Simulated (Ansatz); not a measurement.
**Run report: CH3ClSi, single-point calculation**

System: CH3ClSi.
Method: RKS wB97X-V/def2-TZVPP (Ansatz 0.2.0).

The geometry comes from this level: PBE0-D4/def2-TZVP.

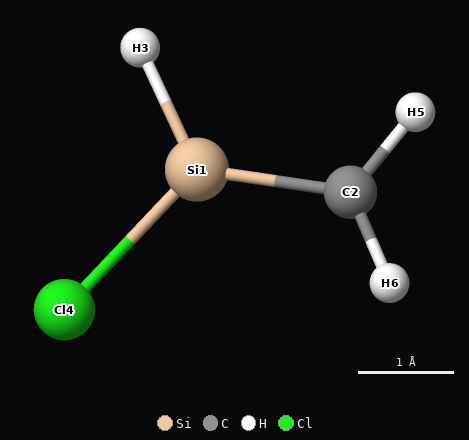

The input geometry (ball-and-stick view, seen at a tilt; atoms are numbered from 1 in the order of the input). Bond lengths as drawn: Cl–Si 2.03 Å, C–H 1.08 Å, C–Si 1.69 Å and H–Si 1.47 Å.

### The input
```yaml
crystal:
  periodic: [false, false, false]
  atoms:
    - {symbol: Si, position_ang: [-0.355938, 0.669132, 0.502725]}
    - {symbol: C, position_ang: [-1.047523, 0.427323, -1.018688]}
    - {symbol: H, position_ang: [0.626758, 1.712455, 0.839714]}
    - {symbol: Cl, position_ang: [-0.781544, -0.463803, 2.132770]}
    - {symbol: H, position_ang: [-0.766413, 1.077604, -1.839609]}
    - {symbol: H, position_ang: [-1.768635, -0.349738, -1.236108]}
basis:
  gaussian: {orbitals: def2-TZVPP}
hamiltonian: {xc: {name: wB97X-V}}
```

Machine: 4 threads of Arm Neoverse V2, 23 GiB of memory available, shared host.

Launch command:
```bash
ansatz run in.yaml --threads 4 --pin off --events-out ev --progress --plain --max-ram 9574MiB
```

### What the program printed
```
Functional definition: wB97X-V
  name "wB97X-V"
  cite "Mardirossian & Head-Gordon, Phys. Chem. Chem. Phys. 16, 9904 (2014) doi:10.1039/C3CP54374A"
  cite "Becke, J. Chem. Phys. 107, 8554 (1997) doi:10.1063/1.475007"
  cite "Vydrov & Van Voorhis, J. Chem. Phys. 133, 244103 (2010) doi:10.1063/1.3521275"
  parameter omega = 0.3/bohr
  parameter cx = 0.167
  parameter cx1 = 0.603
  parameter cx2 = 1.194
  parameter css0 = 0.556
  parameter css1 = -0.257
  parameter cos0 = 1.219
  parameter cos1 = -1.850
  parameter b = 6.0
  parameter c = 0.01
  exchange = spin_sum(e_x_unif_sr(omega)*poly(b97_u_x, 1 - cx, cx1, cx2)) + cx*exact_x_sr(omega) + exact_x_lr(omega)
  correlation = spin_sum(e_c_pw_same_spin*poly(b97_u_same, css0, css1))
      + integral(e_c_pw_opposite_spin*poly(b97_u_opposite, cos0, cos1)) + vv10(b, c)
958 factors; their error is unknown
193 factors; integrals over basis functions are off by at most 4.6e-5 eV
mean field evaluation 1: about -21478.5096 eV, gradient 4.5e1 eV
mean field evaluation 2: about -21478.0899 eV, gradient 4.5e1 eV
mean field evaluation 4: about -21483.4351 eV, gradient 1.2e0 eV
mean field evaluation 8: about -21483.4474 eV, gradient 4.7e-2 eV
mean field evaluation 16: about -21483.4688 eV, gradient 2.9e-5 eV
mean field -21483.46880672 eV, -789.5029166287 hartree, gradient 2.9e-5 eV, S^2 0.000000; 0 other end points of the search recorded, 0 dependent functions left out
reference -21483.46880501 eV, -789.5029165661 hartree; 20, 20 occupied and 137, 137 virtual orbitals, 958 factors
Total energy: -21483.46880501 eV, -789.5029165661 hartree
```

### Results in brief

| quantity | value |
| --- | --- |
| outcome | converged |
| total energy | −21483.4688 eV |
| SCF solution under orbital rotations | stable |
| wall time | 2.9 s (CPU time 11 s) |
| peak memory | 0.48 GiB |
